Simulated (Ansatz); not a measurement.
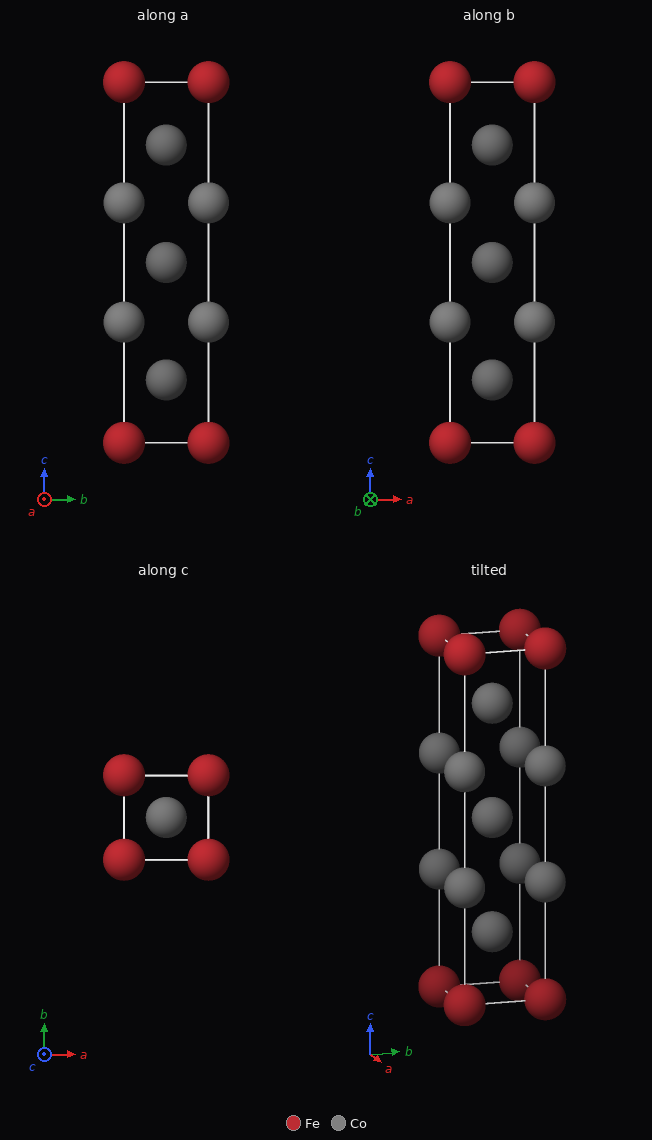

Drawn in the spheres-only manner and seen along the a axis, along the b axis, along the c axis and slightly off an axis. The conventional unit cell is drawn as a box.

Lattice parameters: a = 2.545 Å, b = 2.545 Å, c = 10.868 Å, α = 90.00°, β = 90.00°, γ = 90.00°. Put a along x and b in the xy plane.

Put the structure into a POSCAR file, with free fractional coordinates to two decimals.

Answer.
```
Fe Co
1.0
     2.545    0.000    0.000
     0.000    2.545    0.000
     0.000    0.000   10.868
Fe Co
1 5
Direct
  0.00 0.00 0.00
  0.50 0.50 0.83
  0.00 0.00 0.67
  0.50 0.50 0.50
  0.00 0.00 0.33
  0.50 0.50 0.17
```

Its origin is a structure type filled with these elements by a generator (whether the compound takes this form wasn't checked). It was relaxed at fixed volume with DFT PBE, scalar-relativistic, plane waves, PAW in Ansatz 0.2.0.

At this level of theory the run's own cell isn't at rest (stretched, at -10 GPa), so its distances can differ from those at equilibrium, the more so the softer the solid.
